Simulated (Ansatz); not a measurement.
A series of calculations on SiPH6F

## 1. Relaxation

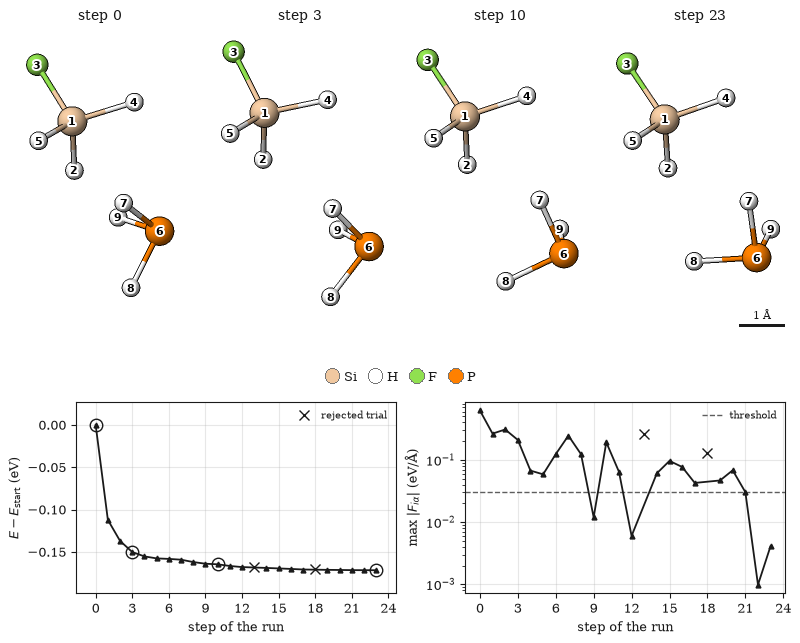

Frames of a relaxation of SiPH6F, marked on the history of the run. A ball-and-stick model, seen from a free direction.

The run prepares an end point of a later path (reaction) calculation, from a guessed geometry.

Computed with Ansatz, RKS PBE/def2-SVP.

Input file:
```yaml
crystal:
  periodic: [false, false, false]
  atoms:
    - { symbol: Si, position_ang: [0.266915, -0.020398, -0.055721] }
    - { symbol: H, position_ang: [0.422235, 0.081115, 1.406375] }
    - { symbol: F, position_ang: [1.75498, 0.046493, -0.746767] }
    - { symbol: H, position_ang: [-0.544374, 1.135273, -0.558647] }
    - { symbol: H, position_ang: [-0.367076, -1.3331, -0.404101] }
    - { symbol: P, position_ang: [-2.81322, 0.239767, 1.34098] }
    - { symbol: H, position_ang: [-2.79317, -0.670736, 0.223756] }
    - { symbol: H, position_ang: [-3.197005, -0.817778, 2.244166] }
    - { symbol: H, position_ang: [-1.431086, 0.027262, 1.639958] }
basis:
  gaussian: { orbitals: def2-SVP }
hamiltonian:
  xc: pbe
relax:
  f_tol: 0.03
  max_steps: 50
```

Command:
```bash
ansatz run input.yaml --threads 2 --pin off --max-ram 3072MiB --backend cpu --events-out ev --progress --plain --runs-dir out
```

What happens along the run?

Answer. The atom that moves furthest after the best rigid fit is H9 (1.22 Å). Largest moves by element: H 1.22 Å, P 0.67 Å, F 0.23 Å, Si 0.18 Å. Some distances before and after: Si1–H2 1.474 → 1.500 Å, P6–H9 1.430 → 1.442 Å. After 21 accepted moves (23 points after the start) the energy has fallen by 0.172 eV. The largest force component goes from 0.62 to 0.0041 eV/Å. The line search rejected the trial steps at points 13, 18 of the run. The forces were under the threshold at step 9, but the run went on from there. From step 0 to 3: H9 moves most (0.53 Å), energy −0.150 eV. From step 3 to 10: H8 moves most (0.69 Å), energy −0.014 eV. From step 10 to 23: H8 moves most (0.56 Å), energy −0.007 eV.

## 2. Relaxation

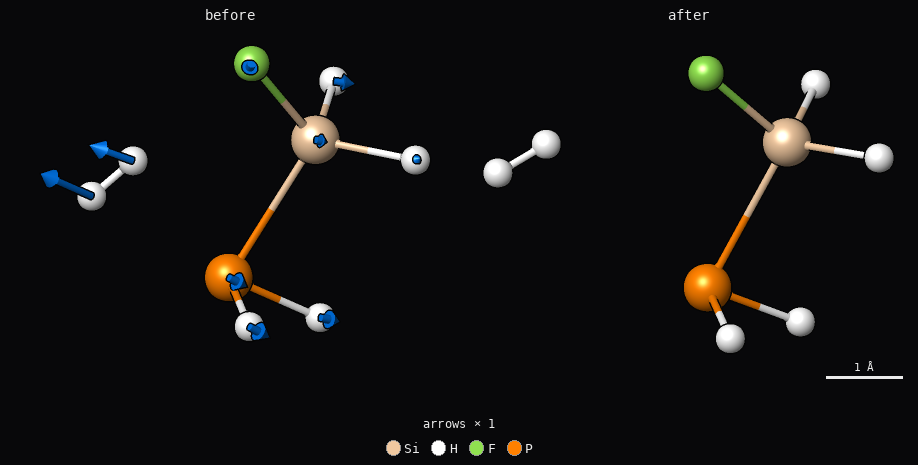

The structure of SiPH$_{6}$F before (left) and after (right) a relaxation, at one scale. The blue arrows give the displacements, at their true length.

Style: ball-and-stick. Shown at a tilt.

The run prepares an end point of a later path (reaction) calculation, from a guessed geometry.

These are results of RKS PBE/def2-SVP in Ansatz 0.2.0, not measurements.

Input
```yaml
crystal:
  periodic: [false, false, false]
  atoms:
    - { symbol: Si, position_ang: [-0.578722, -0.092618, -0.370063] }
    - { symbol: H, position_ang: [0.06952, 0.172113, 2.211986] }
    - { symbol: F, position_ang: [0.892741, 0.026247, 0.36776] }
    - { symbol: H, position_ang: [-0.665124, 1.056452, -1.336977] }
    - { symbol: H, position_ang: [-0.558356, -1.386701, -1.13868] }
    - { symbol: P, position_ang: [-2.259231, 0.109566, 1.046665] }
    - { symbol: H, position_ang: [-3.158033, -0.283927, -0.021968] }
    - { symbol: H, position_ang: [-2.125503, -1.243467, 1.529971] }
    - { symbol: H, position_ang: [-0.319093, 0.330235, 2.801306] }
basis:
  gaussian: { orbitals: def2-SVP }
hamiltonian:
  xc: pbe
relax:
  f_tol: 0.03
  max_steps: 50
```

Launched with:
```bash
ansatz run input.yaml --threads 2 --pin off --max-ram 3072MiB --backend cpu --events-out ev --progress --plain --runs-dir out
```

Question: What changed between the two?

Answer: H9 moves most after the best rigid fit: 1.01 Å. By element the largest moves are H 1.01 Å, P 0.36 Å, F 0.29 Å, Si 0.20 Å. Some distances before and after: Si1–P6 2.207 → 2.272 Å, H2–H9 0.723 → 0.769 Å, P6–H7 1.451 → 1.445 Å. Bond angles that change, for instance: F3–Si1–P6 112.7° → 108.2°. Over 10 geometry steps the energy falls by 24.9 kJ/mol. The largest force component goes from 1.6 to 0.023 eV/Å. The run took 14 s on 2 threads of Arm Neoverse V2 (shared host), peak memory 0.14 GiB.

## 3. Path

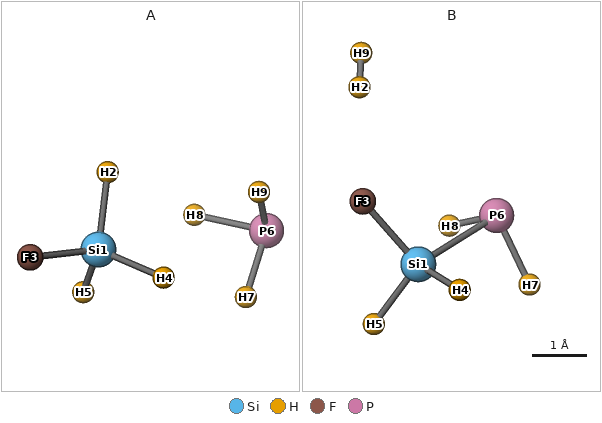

The two relaxed end points of a path for SiPH₆F, made up at the start of SiH3F and PH3. Style: ball-and-stick. Shown from a free direction.

Level of theory: RKS PBE/def2-SVP in Ansatz 0.2.0.

Run with 5 movable images; climbing image; force threshold 0.05 eV/Å; iteration limit 60.

Start:
```xyz
9

Si    0.3986   -0.1493   -0.0846
H     0.5822   -0.0313    1.3999
F     1.8784   -0.1640   -0.7914
H    -0.3685    1.0269   -0.6132
H    -0.3038   -1.4304   -0.4263
P    -3.2598   -0.1266    1.6597
H    -3.0636   -0.1237    0.2319
H    -2.3136   -1.1972    1.8504
H    -2.2517    0.8834    1.8636
```

End:
```xyz
9

Si   -0.6039   -0.3010   -0.5084
H     0.3176    0.7918    2.7459
F     0.6514    0.2291    0.4188
H    -0.6574    0.5345   -1.7577
H    -0.3194   -1.7354   -0.8588
P    -2.5317    0.0294    0.6483
H    -3.2749   -0.5744   -0.4341
H    -2.4136   -1.2198    1.3579
H     0.1301    0.9337    3.4780
```

> Predict the minimum-energy path and its barrier.

The two ends have nearly the same energy, and the highest point, image 3, lies 2.05 eV above the start. Image 5 lies below both ends, at −0.01 eV, which points to an intermediate minimum that so few images don't resolve. Breaking: P6–H9 (1.44 → 1.98 at the top → 3.99 Å), Si1–H2 (1.50 → 1.75 at the top → 3.55 Å). Forming: H2–H9 (3.01 → 0.98 at the top → 0.77 Å), Si1–P6 (4.05 → 2.53 at the top → 2.27 Å). The band is converged.

Energies of the converged images:

```tsv
image	path (Å)	E (eV)
0	0.00	0.000
1	2.31	0.012
2	4.61	0.011
3	6.92	2.046
4	9.45	0.007
5	11.98	-0.008
6	14.53	-0.002
```

The geometry at the top of the path:

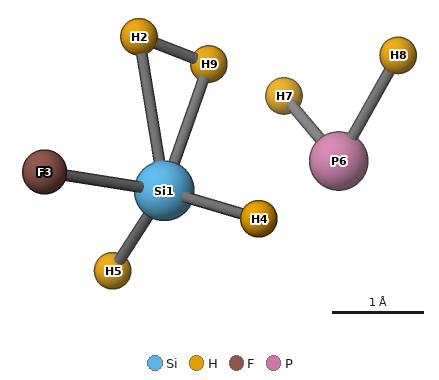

Limits of the set-up: the start holds two separate molecules, 3.0 Å apart at their closest, whose relative position is a soft coordinate and is computed without a dispersion correction.
